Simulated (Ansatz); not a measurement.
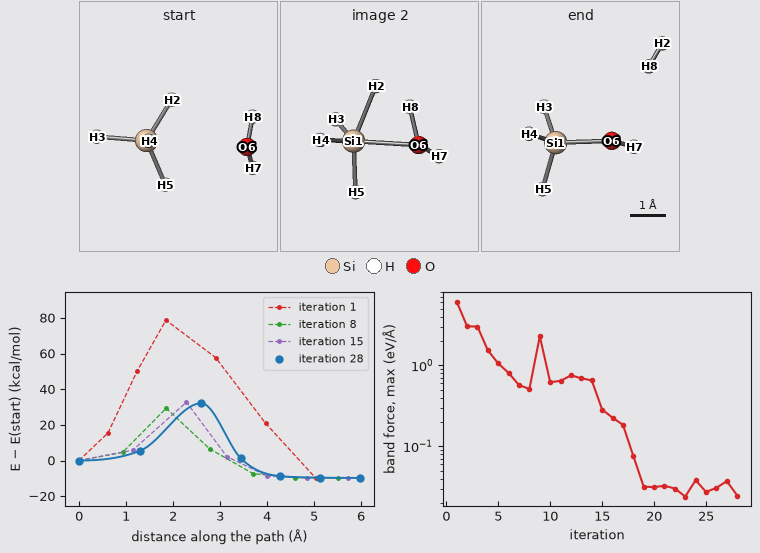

A nudged-elastic-band calculation for SiH$_{6}$O, made up of SiH4 and H2O. Images are numbered from 0 (start) to 6 (end). The plot follows the band through its iterations. Style: ball-and-stick. Shown at a tilt.

Computed with RKS PBE-D4/def2-SVP (Ansatz). Settings: 5 movable images; climbing image; force threshold 0.03 eV/Å; iteration limit 60; starting path through a guess of the saddle point.

Q: Judge this run.

A: The result is final at these settings. The band converged in 28 iterations. The largest component of the band force went from 6.2 to 0.025 eV/Å. The climbing image converged on the top of the path. Its vibrational analysis gives one imaginary mode (1099i cm⁻¹), as a transition state must have. The first iteration put the highest image at 78.7 kcal/mol. The energy climbs by 32.1 kcal/mol to image 2 and then falls by 41.8 kcal/mol, so the end point sits at −9.8 kcal/mol.

Limits of the set-up: the start holds two separate molecules, 2.6 Å apart at their closest, whose relative position is a soft coordinate.

The run took 2.2 min on 1 thread of Arm Neoverse V2, on a shared host, peak memory 0.1 GiB.
